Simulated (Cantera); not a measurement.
A closed system holds: 1 mol S, 0.12 mol H2, 26 mol N2, held at 0.133 bar.

Method: chemical equilibrium by Gibbs-energy minimisation in Cantera with the NASA 1993 tables (ideal gas, pure condensed phases). Candidate condensed phases: S; 15 gas species. Gases not in the tables: S3 to S7. The numbers say what is thermodynamically allowed, not how fast it happens.

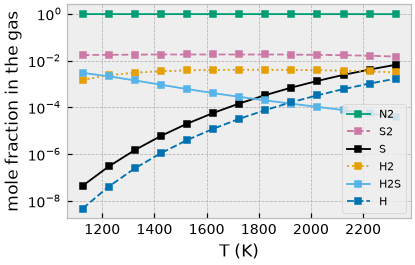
Figure. Equilibrium gas composition (values under 1e-9 drawn at 1e-9)

Q: Read off the mole fractions at 1225 K.

A: N2 about 0.98, S2 about 0.018, H2 about 0.0024, H2S about 0.0021, S about 3.0e-7, H about 4.2e-8.
